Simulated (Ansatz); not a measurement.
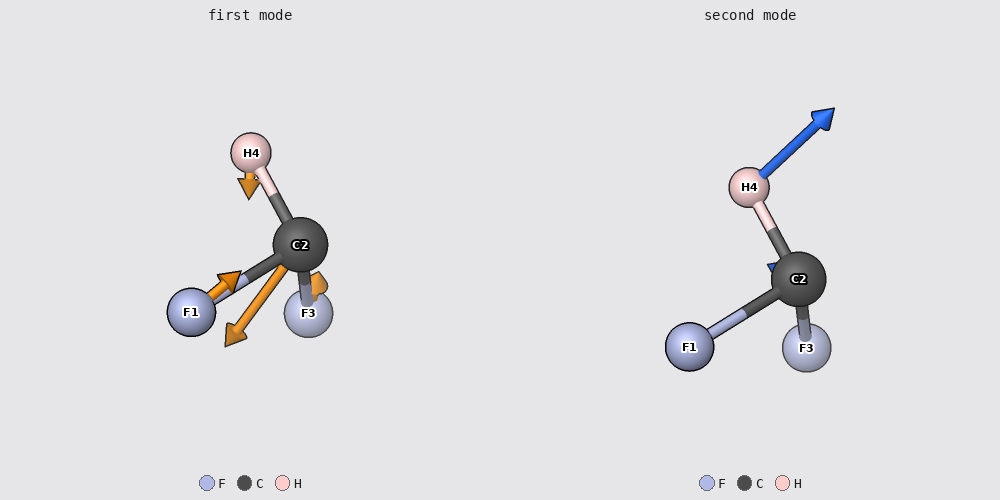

The system is CHF₂, SMILES F[CH-]F, charge −1; the picture shows the reference structure; its two panels give the patterns of the first and the second mode as arrows. First axis: normal mode 3 (954 cm⁻¹). Second axis: normal mode 4 (1377 cm⁻¹). Nothing is relaxed (straight displacements along the two mass-weighted modes). The grid has 15 × 15 points. Points are written as (first, second). Energies are in kcal/mol, from the lowest grid point. Computed with Ansatz, RHF/def2-TZVPD.

Its coordinates:

```yaml
atoms:
  - { symbol: F, position_ang: [-1.2027, 0.2853, -0.2101] }
  - { symbol: C, position_ang: [0.0553, 0.0984, 0.4498] }
  - { symbol: F, position_ang: [0.4582, -1.1630, -0.0973] }
  - { symbol: H, position_ang: [0.6892, 0.7793, -0.1424] }
```

Range: normal mode 3 (954 cm⁻¹) from −0.424 to 0.424 amu½·Å; normal mode 4 (1377 cm⁻¹) from −0.293 to 0.293 amu½·Å.

Q: Predict the map.

A: The lowest grid point is at (0.000 amu½·Å, 0.000 amu½·Å). No other kind of well shows on this grid. The highest grid point, (0.424 amu½·Å, −0.293 amu½·Å), lies 15.7 kcal/mol above the lowest.

| normal mode 4 (1377 cm⁻¹) ↓, normal mode 3 (954 cm⁻¹) → | −0.424 | −0.363 | −0.303 | −0.242 | −0.181 | −0.121 | −0.060 | 0.000 | 0.060 | 0.121 | 0.181 | 0.242 | 0.303 | 0.363 | 0.424 |
| --- | --- | --- | --- | --- | --- | --- | --- | --- | --- | --- | --- | --- | --- | --- | --- |
| 0.293 | 12.0 | 10.6 | 9.4 | 8.4 | 7.6 | 7.0 | 6.7 | 6.6 | 6.8 | 7.3 | 8.1 | 9.3 | 10.8 | 12.8 | 15.1 |
| 0.252 | 10.4 | 9.0 | 7.8 | 6.7 | 5.9 | 5.3 | 4.9 | 4.9 | 5.0 | 5.5 | 6.3 | 7.5 | 9.0 | 10.9 | 13.3 |
| 0.210 | 9.0 | 7.6 | 6.4 | 5.3 | 4.5 | 3.9 | 3.5 | 3.4 | 3.6 | 4.0 | 4.8 | 6.0 | 7.5 | 9.4 | 11.7 |
| 0.168 | 7.9 | 6.5 | 5.2 | 4.2 | 3.3 | 2.7 | 2.3 | 2.2 | 2.3 | 2.8 | 3.6 | 4.7 | 6.2 | 8.1 | 10.4 |
| 0.126 | 7.0 | 5.6 | 4.3 | 3.2 | 2.4 | 1.8 | 1.4 | 1.2 | 1.4 | 1.8 | 2.6 | 3.7 | 5.2 | 7.1 | 9.4 |
| 0.084 | 6.4 | 4.9 | 3.7 | 2.6 | 1.7 | 1.1 | 0.7 | 0.6 | 0.7 | 1.2 | 1.9 | 3.0 | 4.5 | 6.4 | 8.7 |
| 0.042 | 6.0 | 4.5 | 3.3 | 2.2 | 1.3 | 0.7 | 0.3 | 0.1 | 0.3 | 0.7 | 1.5 | 2.6 | 4.1 | 6.0 | 8.3 |
| 0.000 | 5.8 | 4.4 | 3.1 | 2.1 | 1.2 | 0.5 | 0.1 | 0.0 | 0.1 | 0.6 | 1.4 | 2.5 | 4.0 | 5.9 | 8.2 |
| −0.042 | 6.0 | 4.5 | 3.3 | 2.2 | 1.3 | 0.7 | 0.3 | 0.1 | 0.3 | 0.7 | 1.5 | 2.6 | 4.1 | 6.0 | 8.3 |
| −0.084 | 6.4 | 5.0 | 3.7 | 2.6 | 1.8 | 1.1 | 0.7 | 0.6 | 0.7 | 1.2 | 1.9 | 3.1 | 4.6 | 6.5 | 8.8 |
| −0.126 | 7.2 | 5.7 | 4.5 | 3.4 | 2.5 | 1.9 | 1.5 | 1.3 | 1.5 | 1.9 | 2.7 | 3.8 | 5.3 | 7.2 | 9.5 |
| −0.168 | 8.3 | 6.8 | 5.5 | 4.5 | 3.6 | 2.9 | 2.5 | 2.4 | 2.5 | 3.0 | 3.7 | 4.9 | 6.4 | 8.3 | 10.6 |
| −0.210 | 9.7 | 8.2 | 7.0 | 5.9 | 5.0 | 4.3 | 3.9 | 3.8 | 3.9 | 4.3 | 5.1 | 6.3 | 7.8 | 9.7 | 12.0 |
| −0.252 | 11.5 | 10.0 | 8.7 | 7.6 | 6.7 | 6.0 | 5.6 | 5.5 | 5.6 | 6.1 | 6.8 | 8.0 | 9.5 | 11.4 | 13.7 |
| −0.293 | 13.6 | 12.1 | 10.8 | 9.7 | 8.8 | 8.1 | 7.7 | 7.5 | 7.7 | 8.1 | 8.9 | 10.0 | 11.5 | 13.4 | 15.7 |

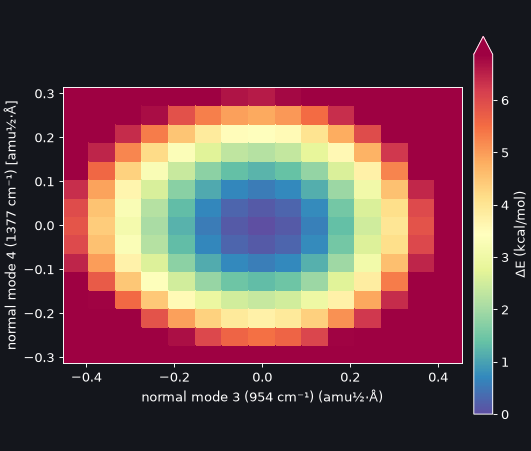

In the figure: one coloured cell a grid point, one colour for all values above the top of the scale.

The whole map (225 points run) took 8 min on 1 thread of Arm Neoverse N1, on a shared host.
